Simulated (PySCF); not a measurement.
CH$_{6}$OSi$_{2}$

Input file:

```
{"job": {"kind": "nmr", "xc": "PBE0", "basis": "pcSseg-1", "pop": false}, "charge": 0, "multiplicity": 1}
O      1.627000    -1.298100    -0.571800
C      1.649300    -0.153000    -0.171200
Si     0.004700     0.724400     0.301500
Si    -1.614400    -1.000000     0.189700
H      2.571600     0.384700    -0.136000
H      0.114800     1.972500    -0.481900
H      0.472700     0.921800     1.693300
H     -0.726100    -2.077600    -0.283800
H     -2.496700    -1.294700     1.285800
H     -2.832000    -0.477400    -0.676100
```

Launched as:

```sh
OMP_NUM_THREADS=1 python probes_run.py task.json out
```

Geometry: GFN2-xTB, MD frame at 250 fs, 400 K.

All numbers below come from PBE0/pcSseg-1, SCF density, gas phase, non-relativistic (PySCF 2.14.0).

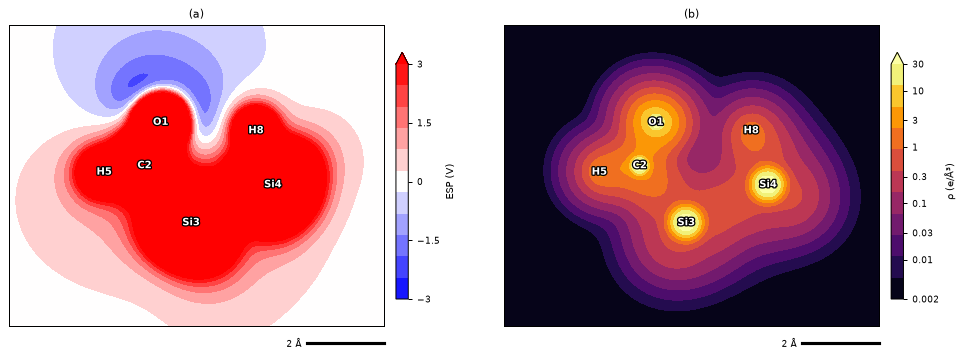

Figure 1. (a) electrostatic potential; (b) total electron density on the plane of atoms O1, C2 and H5.

Q: What does the map show?

A: The section cuts through O, C, Si and H sites. C–O (1.21 Å): ρ at the midpoint is about 3.3 e/Å³. C–Si (1.92 Å): ρ at the midpoint is about 0.91 e/Å³. Si–Si (2.37 Å): ρ at the midpoint is about 0.61 e/Å³. C–H (1.07 Å): ρ at the midpoint is about 2.1 e/Å³. Outside the dense part of the molecule the potential is most negative (−2.0 V) near O1.

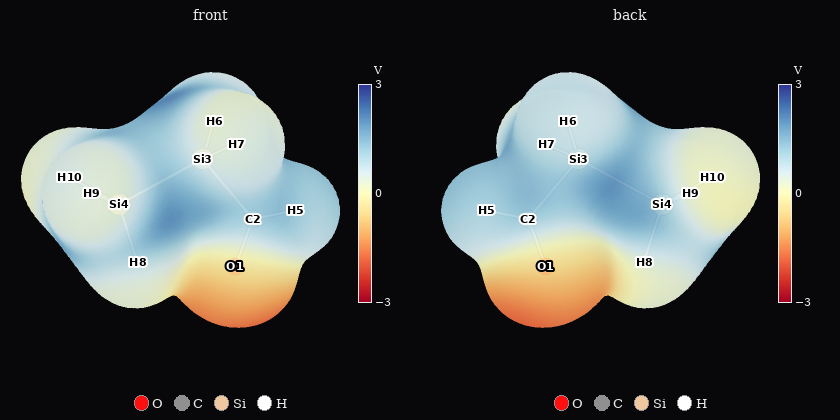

Figure 2. The electrostatic potential painted on the density surface at 0.004 e/bohr³, seen from the front and from behind; the colour scale runs from red (negative) to blue (positive).

Q: Describe the electrostatic potential map.

A: The most negative region (about −1.7 V, or −39 kcal/mol for a unit charge) lies over O1, the most positive (about +2.0 V, or +46 kcal/mol for a unit charge) over Si3 and Si4. O1 is the likeliest acceptor of a hydrogen bond.

Q: How polar is the molecule by this calculation?

A: Its dipole moment is 1.87 D.
